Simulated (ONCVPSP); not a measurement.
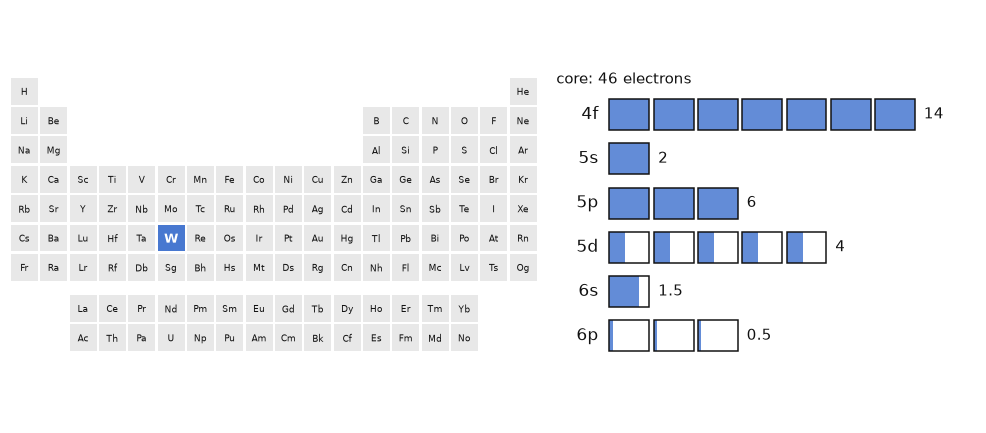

**Figure 1.** Left, the place of tungsten in the periodic table; right, the valence shells of the reference configuration: a box for each of the 2l + 1 orbitals, shaded by the share of the shell that is filled, with the electron count at the right. The shells are those of the unaltered input.

**Pseudopotential generation for W**

Tungsten (W, Z = 74), core [Kr] 4d10, reference valence 4f14 5s2 5p6 5d4 6s1.5 6p0.5, valence charge 28. (This line and the method describe the unaltered input from which the odd one was made.) Computed at this level: ONCV potential, LDA (Perdew-Wang 92), scalar-relativistic, made with ONCVPSP 4.0.1.

Input:
```
# ATOM AND REFERENCE CONFIGURATION
# atsym  z   nc   nv     iexc    psfile
  W 74.00    9    6  -001012      upf
#
#   n    l    f
    1    0    2.00
    2    0    2.00
    2    1    6.00
    3    0    2.00
    3    1    6.00
    3    2   10.00
    4    0    2.00
    4    1    6.00
    4    2   10.00
    4    3   14.00
    5    0    2.00
    5    1    6.00
    5    2    4.00
    6    0    1.50
    6    1    0.50
#
# PSEUDOPOTENTIAL AND OPTIMIZATION
# lmax
    3
#
#   l,   rc,      ep,       ncon, nbas, qcut
    0    1.90    0.00    4    9    7.20
    1    1.95    0.00    3    6    8.80
    2    1.60    0.00    3    7    6.10
    3    1.10    0.00    3    7   16.00
#
# LOCAL POTENTIAL
# lloc, lpopt,  rc(5),   dvloc0
    4    5    1.05    0.00
#
# VANDERBILT-KLEINMAN-BYLANDER PROJECTORs
# l, nproj, debl
    0    2    0.50
    1    2    1.30
    2    2    3.30
    3    2    1.00
#
# MODEL CORE CHARGE
# icmod, fcfact, rcfact
    3   30.00    1.30
#
# LOG DERIVATIVE ANALYSIS
# epsh1, epsh2, depsh
   -4.00    5.00    0.02
#
# OUTPUT GRID
# rlmax, drl
    6.00    0.01
#
# TEST CONFIGURATIONS
# ncnf
    4
# nvcnf
#   n    l    f
    6
    4    3   14.00
    5    0    2.00
    5    1    6.00
    5    2    4.00
    6    0    2.00
    6    1    0.00
#
    6
    4    3   14.00
    5    0    2.00
    5    1    6.00
    5    2    4.00
    6    0    1.00
    6    1    0.00
#
    6
    4    3   14.00
    5    0    2.00
    5    1    6.00
    5    2    4.00
    6    0    0.00
    6    1    0.00
#
    6
    4    3   14.00
    5    0    2.00
    5    1    6.00
    5    2    4.00
    6    0    0.00
    6    1    2.00
#
```

Run as:
```bash
oncvpsp.x < W.dat > W.out
```

Log (extracts):
```
ONCVPSP  (Optimized Norm-Conservinng Vanderbilt PSeudopotential)
scalar-relativistic version 4.0.1

#   n    l    f        energy (Ha)
    1    0    2.00    -2.5518932E+03
    2    0    2.00    -4.4051956E+02
    2    1    6.00    -3.8539202E+02
    3    0    2.00    -1.0145936E+02
    3    1    6.00    -8.5137376E+01
    3    2   10.00    -6.6335314E+01
    4    0    2.00    -2.0930019E+01
    4    1    6.00    -1.5573983E+01
    4    2   10.00    -8.7860826E+00
    4    3   14.00    -1.2600801E+00
    5    0    2.00    -2.9445492E+00
    5    1    6.00    -1.6247927E+00
    5    2    4.00    -1.9907012E-01
    6    0    1.50    -2.3749789E-01
    6    1    0.50    -6.9560438E-02

Reference configufation results
  iterations    27
  all-electron total energy (Ha)   -1.61330131D+04

Begin loop to  construct optimized pseudo wave functions
and semi-local pseudopoentials for all angular momenta

Calculating optimized projector #   1

 for l=   0

    Fraction of norm inside rc  0.977634
    Optimizing pswf for qcut=   7.21 a_B^-1,  ecut=  25.96 Ha
    Residual kinetic energy error=  2.42D-07 Ha

    Energy error per electron        Cutoff
         Ha          eV             Ha
         0.01000     0.27211       11.59
         0.00100     0.02721       16.33
         0.00010     0.00272       19.71
         0.00001     0.00027       22.28

Calculating optimized projector #   2

 for l=   0

    Fraction of norm inside rc  0.102904
    Optimizing pswf for qcut=   7.21 a_B^-1,  ecut=  25.96 Ha
    Residual kinetic energy error=  6.57D-07 Ha

    Energy error per electron        Cutoff
         Ha          eV             Ha
         0.01000     0.27211        8.88
         0.00100     0.02721       15.65
         0.00010     0.00272       19.70
         0.00001     0.00027       22.72

Calculating optimized projector #   1

 for l=   1

    Fraction of norm inside rc  0.931174
    Optimizing pswf for qcut=   8.79 a_B^-1,  ecut=  38.67 Ha
    Residual kinetic energy error=  3.56D-08 Ha

    Energy error per electron        Cutoff
         Ha          eV             Ha
         0.01000     0.27211        8.64
         0.00100     0.02721       12.01
         0.00010     0.00272       21.47
         0.00001     0.00027       25.59

Calculating optimized projector #   2

 for l=   1

    Fraction of norm inside rc  0.030311
    Optimizing pswf for qcut=   8.79 a_B^-1,  ecut=  38.67 Ha
    Residual kinetic energy error=  6.28D-10 Ha

    Energy error per electron        Cutoff
         Ha          eV             Ha
         0.01000     0.27211        5.94
         0.00100     0.02721        8.83
         0.00010     0.00272       18.54
         0.00001     0.00027       24.97

   Wellstate for l =  2  n =  7
     eigenvalue =   3.1009
     asymptotic potential =   3.6009
     half-point radius =  3.2152

Calculating optimized projector #   1

 for l=   2

    Fraction of norm inside rc  0.368984
    Optimizing pswf for qcut=   6.09 a_B^-1,  ecut=  18.53 Ha
    Residual kinetic energy error=  2.74D-05 Ha

    Energy error per electron        Cutoff
         Ha          eV             Ha
         0.01000     0.27211       10.75
         0.00100     0.02721       14.23
         0.00010     0.00272       17.07
         0.00001     0.00027       21.74

Calculating optimized projector #   2

 for l=   2

    Fraction of norm inside rc  0.097972
    Optimizing pswf for qcut=   6.09 a_B^-1,  ecut=  18.53 Ha
    Residual kinetic energy error=  2.31D-04 Ha

    Energy error per electron        Cutoff
         Ha          eV             Ha
         0.01000     0.27211       12.70
         0.00100     0.02721       16.48
         0.00010     0.00272       19.98
         0.00001     0.00027       30.77

WARNING wellstate: negative energy specified for n= 5 l=  3
WARNING scattering state with energy  0.25000000
WARNING will be used for the first projector

   Wellstate for l =  3  n =  5
     eigenvalue =   0.2500
     asymptotic potential =   0.7500
     half-point radius = 10.4641

Calculating optimized projector #   1

 for l=   3

    Fraction of norm inside rc  0.930298
    Optimizing pswf for qcut=  16.02 a_B^-1,  ecut= 128.25 Ha
    Residual kinetic energy error=  8.94D-06 Ha

    Energy error per electron        Cutoff
         Ha          eV             Ha
         0.01000     0.27211       97.19
         0.00100     0.02721      108.80
         0.00010     0.00272      118.00
         0.00001     0.00027      127.78

Calculating optimized projector #   2

 for l=   3

    Fraction of norm inside rc  0.000689
    Optimizing pswf for qcut=  16.02 a_B^-1,  ecut= 128.25 Ha
    Residual kinetic energy error=  2.74D-08 Ha

    Energy error per electron        Cutoff
         Ha          eV             Ha
         0.01000     0.27211       36.76
         0.00100     0.02721       67.36
         0.00010     0.00272       87.88
         0.00001     0.00027      102.81

Construct Vanderbilt / Kleinmman-Bylander projectors

B matrix Hermiticity error, ll=   0
   1   2    3.6941E-04

  Orthonormal projector coefficients  1.4714E+01  1.9206E+00

B matrix Hermiticity error, ll=   1
   1   2    1.1545E-04

  Orthonormal projector coefficients  1.0793E+01  1.3333E+00

B matrix Hermiticity error, ll=   2
   1   2   -3.4015E-04

  Orthonormal projector coefficients  7.6221E+00  8.7204E-01

B matrix Hermiticity error, ll=   3
   1   2    4.9754E-05

  Orthonormal projector coefficients -2.5880E+01 -8.3834E+00

Model core correction analysis
  based on d2Exc/dn_idn_j

d2excae - all-electron derivatives

   -2.448281D-02   -1.136752D-02   -8.232225D-03   -2.985296D-03
   -9.348901D-04   -3.697623D-04
   -1.136741D-02   -2.557915D-02   -2.271077D-02   -1.063443D-02
   -1.996565D-03   -8.170034D-04
   -8.232152D-03   -2.271078D-02   -2.279668D-02   -1.386093D-02
   -3.331182D-03   -1.070104D-03
   -2.985276D-03   -1.063445D-02   -1.386091D-02   -1.697755D-02
   -1.271891D-02   -6.438570D-03
   -9.348850D-04   -1.996551D-03   -3.331044D-03   -1.271718D-02
   -2.197363D-02   -1.708113D-02
   -3.697624D-04   -8.170150D-04   -1.070095D-03   -6.435112D-03
   -1.706890D-02   -2.615752D-02

d2excps - pseudofunction derivatives with no core correction

   -4.377706D-02   -2.123642D-02   -1.313919D-02   -3.606165D-03
   -1.736432D-03   -6.268505D-04
   -2.123651D-02   -2.470295D-02   -2.177914D-02   -1.052988D-02
   -2.044860D-03   -7.965720D-04
   -1.313921D-02   -2.177909D-02   -2.289625D-02   -1.422644D-02
   -3.300687D-03   -1.080693D-03
   -3.606161D-03   -1.052988D-02   -1.422641D-02   -1.731737D-02
   -1.271542D-02   -6.449743D-03
   -1.736448D-03   -2.044870D-03   -3.300548D-03   -1.271368D-02
   -2.198146D-02   -1.707947D-02
   -6.268568D-04   -7.965810D-04   -1.080684D-03   -6.446285D-03
   -1.706724D-02   -2.615829D-02

rms 2nd derivative error    4.151084E-03

rmatch, rhocmatch    0.5627  110.8720

Teter function model core charge with specified parameters

d2excps - pseudofunction derivatives with core correction

   -1.610249D-02   -1.078696D-02   -8.136990D-03   -2.810378D-03
   -8.076088D-04   -3.536960D-04
   -1.078689D-02   -1.865740D-02   -1.887515D-02   -9.955791D-03
   -1.538275D-03   -6.463246D-04
   -8.136916D-03   -1.887506D-02   -2.108987D-02   -1.382131D-02
   -3.078865D-03   -9.902787D-04
   -2.810356D-03   -9.955771D-03   -1.382128D-02   -1.721354D-02
   -1.267517D-02   -6.430386D-03
   -8.076024D-04   -1.538250D-03   -3.078724D-03   -1.267343D-02
   -2.193720D-02   -1.706768D-02
   -3.536958D-04   -6.463302D-04   -9.902684D-04   -6.426928D-03
   -1.705545D-02   -2.615368D-02

rms 2nd derivative error    2.060668E-03

Pseudoatom total energy -360.320997

Diagnostic tests using Vanderbilt-Kleinman-Bylander pseudopotentials
  1 or more projectors used as specified by nproj input data

   l    rcore       rmatch      e in        delta e   norm test  slope test

   0   1.9067855   1.9646796  -2.9445492   0.0000016   1.0001991   1.0001811
   0   1.9067855   1.9646796  -0.2374979   0.0000019   1.0000388   1.0000343

   1   1.9529618   2.0122580  -1.6247927  -0.0000012   1.0001515   1.0001521
   1   1.9529618   2.0122580  -0.0695604   0.0000021   1.0000414   1.0000328

   2   1.6030992   1.6517728  -0.1990701   0.0000060   1.0000643   1.0000895
   2   1.6030992   1.6517728   3.1009299   0.0000311   1.0004462   1.0004462

   3   1.1063323   1.1399229  -1.2600801  -0.0000353   1.0004894   1.0005071
   3   1.1063323   1.1399229   0.2500000   0.0000101   1.0007317   1.0007317

 Testing for bound ghosts
   n   l    E NL Schr. Eq   E Basis Diag.   E Cutoff

   1   0       -2.944548       -2.944547     96.73
   2   0       -0.237496       -0.215138     96.73

   2   1       -1.624794       -1.624784     41.00
   3   1       -0.069558        0.006993     41.00

   3   2       -0.199064       -0.185828    100.04

   4   3       -1.260115       -1.259865    242.86

 Testing for highly-localized positive-energy ghosts
       l    <radius>/rc     E Basis Diag.   E Cutoff

       0        0.192550        0.867765     96.73  WARNING - GHOST(+)

Test configuration 0

   n   l     f        eae           eps        diff
   1   0  2.0000-2551.89316733
   2   0  2.0000 -440.51956402
   2   1  6.0000 -385.39201531
   3   0  2.0000 -101.45935755
   3   1  6.0000  -85.13737556
   3   2 10.0000  -66.33531400
   4   0  2.0000  -20.93001919
   4   1  6.0000  -15.57398331
   4   2 10.0000   -8.78608265
   4   3 14.0000   -1.26008007   -1.26011542   -3.53D-05
   5   0  2.0000   -2.94454925   -2.94454767    1.58D-06
   5   1  6.0000   -1.62479270   -1.62479387   -1.17D-06
   5   2  4.0000   -0.19907012   -0.19906411    6.01D-06
   6   0  1.5000   -0.23749789   -0.23749596    1.94D-06
   6   1  0.5000   -0.06956044   -0.06955833    2.11D-06

    Total energies and differences
      AE_ref= -1.61330131D+04  AE_tst= -1.61330131D+04  dif=  0.00D+00
      PS_ref= -3.60320997D+02  PS_tst= -3.60320997D+02  dif=  5.01D-10
      PSP excitation error= -5.01D-10

Test configuration 1

   n   l     f        eae           eps        diff
   1   0  2.0000-2551.86243203
   2   0  2.0000 -440.48929288
   2   1  6.0000 -385.36174998
   3   0  2.0000 -101.42896722
   3   1  6.0000  -85.10698897
   3   2 10.0000  -66.30496575
   4   0  2.0000  -20.89957174
   4   1  6.0000  -15.54354244
   4   2 10.0000   -8.75566686
   4   3 14.0000   -1.22968332   -1.22896807    7.15D-04
   5   0  2.0000   -2.91415101   -2.91388799    2.63D-04
   5   1  6.0000   -1.59440194   -1.59438266    1.93D-05
   5   2  4.0000   -0.17195933   -0.17199018   -3.09D-05
   6   0  2.0000   -0.21693672   -0.21690785    2.89D-05

    Total energies and differences
      AE_ref= -1.61330131D+04  AE_tst= -1.61330958D+04  dif= -8.27D-02
      PS_ref= -3.60320997D+02  PS_tst= -3.60403685D+02  dif= -8.27D-02
      PSP excitation error=  1.48D-05

Test configuration 2

   n   l     f        eae           eps        diff
   1   0  2.0000-2552.14244452
   2   0  2.0000 -440.76739100
   2   1  6.0000 -385.63991795
   3   0  2.0000 -101.70726924
   3   1  6.0000  -85.38529202
   3   2 10.0000  -66.58312830
   4   0  2.0000  -21.17796169
   4   1  6.0000  -15.82191042
   4   2 10.0000   -9.03394633
   4   3 14.0000   -1.50789877   -1.50919310   -1.29D-03
   5   0  2.0000   -3.19235190   -3.19287819   -5.26D-04
   5   1  6.0000   -1.87300341   -1.87312236   -1.19D-04
   5   2  4.0000   -0.44082075   -0.44076384    5.69D-05
   6   0  1.0000   -0.45856944   -0.45862290   -5.35D-05

    Total energies and differences
      AE_ref= -1.61330131D+04  AE_tst= -1.61327604D+04  dif=  2.53D-01
      PS_ref= -3.60320997D+02  PS_tst= -3.60068218D+02  dif=  2.53D-01
      PSP excitation error= -1.04D-04

Test configuration 3

   n   l     f        eae           eps        diff
   1   0  2.0000-2552.46365723
   2   0  2.0000 -441.08599442
   2   1  6.0000 -385.95862691
   3   0  2.0000 -102.02578329
   3   1  6.0000  -85.70380993
   3   2 10.0000  -66.90150957
   4   0  2.0000  -21.49653297
   4   1  6.0000  -16.14046013
   4   2 10.0000   -9.35238171
   4   3 14.0000   -1.82609655   -1.83017816   -4.08D-03
   5   0  2.0000   -3.50978930   -3.51145833   -1.67D-03
   5   1  6.0000   -2.18986553   -2.19023175   -3.66D-04
   5   2  4.0000   -0.74222097   -0.74207755    1.43D-04

    Total energies and differences
      AE_ref= -1.61330131D+04  AE_tst= -1.61321718D+04  dif=  8.41D-01
      PS_ref= -3.60320997D+02  PS_tst= -3.59479222D+02  dif=  8.42D-01
      PSP excitation error= -4.33D-04

Test configuration 4

   n   l     f        eae           eps        diff
   1   0  2.0000-2551.97613832
   2   0  2.0000 -440.60124856
   2   1  6.0000 -385.47365928
   3   0  2.0000 -101.54139552
   3   1  6.0000  -85.21939896
   3   2 10.0000  -66.41723469
   4   0  2.0000  -21.01225183
   4   1  6.0000  -15.65619841
   4   2 10.0000   -8.86822602
   4   3 14.0000   -1.34214164   -1.34463261   -2.49D-03
   5   0  2.0000   -3.02648963   -3.02734218   -8.53D-04
   5   1  6.0000   -1.70640487   -1.70648086   -7.60D-05
   5   2  4.0000   -0.27047560   -0.27036275    1.13D-04
   6   1  2.0000   -0.10513068   -0.10514263   -1.19D-05

    Total energies and differences
      AE_ref= -1.61330131D+04  AE_tst= -1.61327491D+04  dif=  2.64D-01
      PS_ref= -3.60320997D+02  PS_tst= -3.60056849D+02  dif=  2.64D-01
      PSP excitation error= -1.28D-04
```

Outcome:

- outcome: generated
- ghost flags of the generator: 0 GHOST(-), 1 GHOST(+)
- largest excitation error printed: 12 meV
- hardware: 1 CPU thread, shared host
- wall time: 8.6 s

What is odd here:

The input is odd on purpose: model core set to icmod 3, fcfact 30.00, rcfact 1.30. The program ran to the end. The all-electron atom is untouched: its total energy equals that from the unaltered input (−16133.0131 Ha). The pseudo-atom's total energy moves by −1.2 Ha, so the potential, or the configuration in which it is tested, is another one. Warnings of the program, in the generation or the tests: wellstate: negative energy specified for n= 5 l= 3.
